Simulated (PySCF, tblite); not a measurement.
# 1,1,1,2,2-pentafluoropropane (C₃H₃F₅): a rotation path, then NMR shifts on frames, part 2 of 2

tblite 0.8.0 and PySCF 2.14.0. Atoms count from 0. Earlier steps stand in the parts before.

### 5 Nuclear shieldings: image 4, PBE0/pcSseg-1

The job: settings as JSON, then the geometry in Å.

```
{"job": {"kind": "nmr", "xc": "PBE0", "basis": "pcSseg-1", "pop": false}, "charge": 0, "multiplicity": 1}
C     -1.264400    -0.244600     0.335800
C     -0.092400     0.576700    -0.155300
F     -0.318900     1.071600    -1.396000
F      0.105700     1.658900     0.635800
C      1.243500    -0.238400    -0.196300
F      1.056800    -1.488300     0.249700
F      1.725000    -0.336200    -1.431100
F      2.178800     0.309500     0.572700
H     -1.060100    -0.588900     1.346500
H     -2.155400     0.378500     0.334400
H     -1.413200    -1.096200    -0.322100
```

Method: GIAO PBE0/pcSseg-1 NMR shielding, non-relativistic, gas phase.

Standard output:

```text
coarse grid: 10552 points
cycle   1  E = -614.4088593727  dE =  1.282e+00  |g| = 1.120e+00  |ddm| = 2.790e+00
cycle   2  E = -614.1368244198  dE =  2.720e-01  |g| = 1.778e+00  |ddm| = 1.399e+00
cycle   3  E = -614.6170005534  dE = -4.802e-01  |g| = 7.126e-02  |ddm| = 8.741e-01
cycle   4  E = -614.6176355581  dE = -6.350e-04  |g| = 4.583e-02  |ddm| = 7.162e-02
cycle   5  E = -614.6180709195  dE = -4.354e-04  |g| = 8.005e-03  |ddm| = 3.296e-02
cycle   6  E = -614.6180791994  dE = -8.280e-06  |g| = 2.880e-03  |ddm| = 5.415e-03
final grid: 107760 points
cycle   7  E = -614.6971700070  dE = -5.112e-05  |g| = 8.286e-03  |ddm| = 2.432e-02
cycle   8  E = -614.6971581644  dE =  1.184e-05  |g| = 1.224e-02  |ddm| = 1.144e-02
cycle   9  E = -614.6971820680  dE = -2.390e-05  |g| = 5.959e-04  |ddm| = 6.423e-03
cycle  10  E = -614.6971821272  dE = -5.919e-08  |g| = 2.257e-04  |ddm| = 5.129e-04
cycle  11  E = -614.6971821364  dE = -9.209e-09  |g| = 5.748e-05  |ddm| = 1.510e-04
cycle  12  E = -614.6971821370  dE = -5.637e-10  |g| = 1.593e-05  |ddm| = 4.145e-05
converged SCF energy = -614.6971821370

GIAO shielding tensors (ppm)
atom      isotropic    diamagn.    paramagn.     s11        s22        s33       span
  0 C      163.188     250.673     -87.485    150.808    154.101    184.654     33.847
  1 C       62.678     241.505    -178.827     44.693     68.140     75.201     30.508
  2 F      293.054     472.372    -179.318    198.940    326.484    353.739    154.799
  3 F      291.822     472.462    -180.640    198.051    325.711    351.704    153.653
  4 C       57.346     241.986    -184.640     49.627     60.425     61.988     12.360
  5 F      257.499     474.145    -216.646    186.281    248.729    337.486    151.205
  6 F      265.567     470.464    -204.897    191.680    271.824    333.195    141.515
  7 F      265.260     470.431    -205.172    191.398    271.607    332.773    141.375
  8 H       29.937      29.587       0.350     26.149     28.377     35.285      9.136
  9 H       29.740      28.345       1.395     25.967     27.443     35.809      9.842
 10 H       29.969      29.589       0.380     26.175     28.381     35.351      9.176
```

Run time: 10 s. Hardware: 1 thread of AMD EPYC 9R14, shared host; peak memory 0.73 GiB.

This run: δ C4 129.6, C1 124.2, C0 23.7, F5 -86.6, H9 1.98, H8 1.78 ppm.

### 6 Shielding tensors: image 6, PBE0/pcSseg-1

The job: settings as JSON, then the geometry in Å.

```
{"job": {"kind": "nmr", "xc": "PBE0", "basis": "pcSseg-1", "pop": false}, "charge": 0, "multiplicity": 1}
C     -1.239000    -0.212500     0.426800
C     -0.107900     0.549700    -0.227900
F     -0.404100     0.873100    -1.510000
F      0.116900     1.728400     0.402900
C      1.232600    -0.247500    -0.224700
F      1.004600    -1.567200    -0.212200
F      1.982900     0.012900    -1.288100
F      1.945800     0.032700     0.864800
H     -0.979200    -0.422300     1.461300
H     -2.138700     0.397300     0.391000
H     -1.408500    -1.141900    -0.109900
```

With the program's defaults for keys left out, this is: GIAO PBE0/pcSseg-1 NMR shielding, non-relativistic, gas phase.

Standard output:

```text
coarse grid: 10552 points
cycle   1  E = -614.4124111546  dE =  1.279e+00  |g| = 1.115e+00  |ddm| = 2.782e+00
cycle   2  E = -614.1461239772  dE =  2.663e-01  |g| = 1.764e+00  |ddm| = 1.382e+00
cycle   3  E = -614.6185385872  dE = -4.724e-01  |g| = 7.122e-02  |ddm| = 8.646e-01
cycle   4  E = -614.6191756289  dE = -6.370e-04  |g| = 4.542e-02  |ddm| = 7.122e-02
cycle   5  E = -614.6196022087  dE = -4.266e-04  |g| = 8.059e-03  |ddm| = 3.272e-02
cycle   6  E = -614.6196105869  dE = -8.378e-06  |g| = 2.902e-03  |ddm| = 5.337e-03
final grid: 107760 points
cycle   7  E = -614.6998019259  dE = -5.412e-05  |g| = 8.521e-03  |ddm| = 2.146e-02
cycle   8  E = -614.6997890238  dE =  1.290e-05  |g| = 1.269e-02  |ddm| = 1.164e-02
cycle   9  E = -614.6998145696  dE = -2.555e-05  |g| = 5.512e-04  |ddm| = 6.557e-03
cycle  10  E = -614.6998146218  dE = -5.218e-08  |g| = 2.301e-04  |ddm| = 5.011e-04
cycle  11  E = -614.6998146321  dE = -1.030e-08  |g| = 4.976e-05  |ddm| = 1.550e-04
cycle  12  E = -614.6998146325  dE = -4.170e-10  |g| = 1.607e-05  |ddm| = 3.730e-05
converged SCF energy = -614.6998146325

GIAO shielding tensors (ppm)
atom      isotropic    diamagn.    paramagn.     s11        s22        s33       span
  0 C      164.308     250.749     -86.442    150.945    155.299    186.680     35.735
  1 C       63.101     241.164    -178.063     44.975     68.823     75.504     30.529
  2 F      297.770     472.432    -174.662    207.301    334.071    351.938    144.637
  3 F      298.459     472.661    -174.202    193.885    338.617    362.875    168.991
  4 C       57.676     242.185    -184.510     50.191     59.262     63.574     13.382
  5 F      261.778     474.002    -212.224    187.920    255.070    342.343    154.423
  6 F      272.006     470.053    -198.047    196.641    278.650    340.727    144.086
  7 F      267.677     471.615    -203.938    190.944    270.413    341.675    150.731
  8 H       30.024      29.499       0.525     26.247     28.327     35.499      9.252
  9 H       29.748      28.335       1.412     26.029     27.413     35.801      9.772
 10 H       29.795      29.563       0.232     25.534     28.724     35.127      9.593
```

It took 10 s on 1 thread of AMD EPYC 9R14, shared host; peak memory 0.73 GiB.

In short: δ C4 129.2, C1 123.8, C0 22.6, F5 -90.8, H9 1.97, H10 1.92 ppm.

### 7 Shielding tensors: image 8, PBE0/pcSseg-1

The job: settings as JSON, then the geometry in Å.

```
{"job": {"kind": "nmr", "xc": "PBE0", "basis": "pcSseg-1", "pop": false}, "charge": 0, "multiplicity": 1}
C     -1.206500    -0.164300     0.517700
C     -0.125800     0.512700    -0.295800
F     -0.489000     0.635700    -1.596000
F      0.107800     1.773400     0.145000
C      1.220300    -0.258500    -0.250500
F      1.065400    -1.502100    -0.714600
F      2.172600     0.326200    -0.966400
F      1.657800    -0.360000     1.008200
H     -0.895400    -0.220800     1.557500
H     -2.118400     0.423300     0.441800
H     -1.383200    -1.163000     0.127200
```

Method: GIAO PBE0/pcSseg-1 NMR shielding, non-relativistic, gas phase.

Standard output:

```text
coarse grid: 10552 points
cycle   1  E = -614.4204430642  dE =  1.273e+00  |g| = 1.110e+00  |ddm| = 2.778e+00
cycle   2  E = -614.1613700858  dE =  2.591e-01  |g| = 1.747e+00  |ddm| = 1.350e+00
cycle   3  E = -614.6242417764  dE = -4.629e-01  |g| = 7.098e-02  |ddm| = 8.429e-01
cycle   4  E = -614.6248777220  dE = -6.359e-04  |g| = 4.483e-02  |ddm| = 7.039e-02
cycle   5  E = -614.6252922787  dE = -4.146e-04  |g| = 8.090e-03  |ddm| = 3.227e-02
cycle   6  E = -614.6253007077  dE = -8.429e-06  |g| = 2.919e-03  |ddm| = 5.201e-03
final grid: 107760 points
cycle   7  E = -614.7032569390  dE = -4.938e-05  |g| = 8.590e-03  |ddm| = 2.272e-02
cycle   8  E = -614.7032437306  dE =  1.321e-05  |g| = 1.283e-02  |ddm| = 1.158e-02
cycle   9  E = -614.7032698369  dE = -2.611e-05  |g| = 5.556e-04  |ddm| = 6.524e-03
cycle  10  E = -614.7032698925  dE = -5.558e-08  |g| = 2.236e-04  |ddm| = 5.063e-04
cycle  11  E = -614.7032699023  dE = -9.836e-09  |g| = 4.805e-05  |ddm| = 1.504e-04
cycle  12  E = -614.7032699027  dE = -3.874e-10  |g| = 1.517e-05  |ddm| = 3.642e-05
converged SCF energy = -614.7032699027

GIAO shielding tensors (ppm)
atom      isotropic    diamagn.    paramagn.     s11        s22        s33       span
  0 C      165.718     250.792     -85.074    151.350    156.129    189.674     38.324
  1 C       63.833     240.750    -176.917     45.516     70.344     75.640     30.123
  2 F      305.149     472.726    -167.577    203.967    346.117    365.364    161.397
  3 F      305.010     472.760    -167.750    203.188    346.184    365.658    162.470
  4 C       58.027     242.412    -184.385     50.830     58.307     64.944     14.114
  5 F      269.442     473.209    -203.767    190.631    267.633    350.060    159.429
  6 F      279.941     470.076    -190.135    202.613    283.642    353.569    150.956
  7 F      269.360     473.215    -203.855    190.505    267.567    350.008    159.504
  8 H       29.859      29.465       0.394     25.603     28.665     35.308      9.705
  9 H       29.754      28.329       1.425     26.106     27.369     35.786      9.680
 10 H       29.856      29.461       0.395     25.593     28.672     35.304      9.711
```

Run time: 10 s. Hardware: 1 thread of AMD EPYC 9R14, shared host; peak memory 0.73 GiB.

This run: δ C4 128.9, C1 123.1, C0 21.2, F7 -98.4, H9 1.96, H10 1.86 ppm.

### 8 Comparing the runs: NMR shifts

Shifts (ppm) of some atoms, chosen among heavy atoms and hydrogens apart, with basis size and wall time:

```
  frame   H10    H8      F6     F5      F7      F2      F3  functions  time
image 0  1.87  1.87   -98.3  -98.3  -109.0  -134.1  -134.2        151  15 s
image 2  1.68  1.95   -97.9  -91.5  -102.0  -129.8  -127.1        151  10 s
image 4  1.75  1.78   -94.6  -86.6   -94.3  -122.1  -120.9        151  10 s
image 6  1.92  1.69  -101.1  -90.8   -96.7  -126.8  -127.5        151  10 s
image 8  1.86  1.86  -109.0  -98.5   -98.4  -134.2  -134.1        151  10 s
```

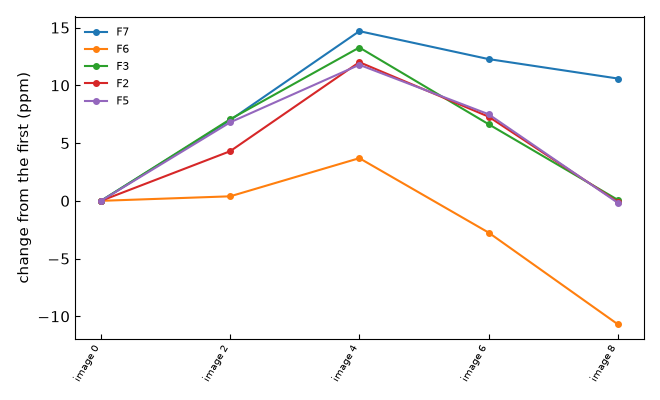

How five of the tabulated atoms move from run to run.

### 9 Outcome

This closing draws on all 2 parts.

| quantity | value |
| --- | --- |
| barrier | 0.079 eV (1.8 kcal/mol) at image 4 |
| end to end (GFN2-xTB) | 0.000 eV |
| ¹³C shifts against TMS (PBE0/pcSseg-1, image 0) | 128.9, 123.1, 21.2 ppm |
| ¹H shifts against TMS (PBE0/pcSseg-1, image 0) | 1.96, 1.87, 1.87 ppm |
| ¹⁹F shifts against CFCl3 (PBE0/pcSseg-1, image 0) | -98.3, -98.3, -109.0, -134.1, -134.2 ppm |
| surface potential, 1st and 99th percentile | -0.58 V and 1.21 V |
| range of the shift of F7 | -109.0 to -94.3 ppm |

**Reading.** Along the band the dihedral turns by 118°, and the top (dihedral 121°) lies 1.8 kcal/mol above the start (GFN2-xTB, rough), so at room temperature this motion is fast. The top was not checked by a frequency run. Shifts at one fixed geometry are not the observed spectrum, which averages over the motion. Across the 5 runs the shift of F7 moves most, between -109.0 (image 0) and -94.3 ppm (image 4).
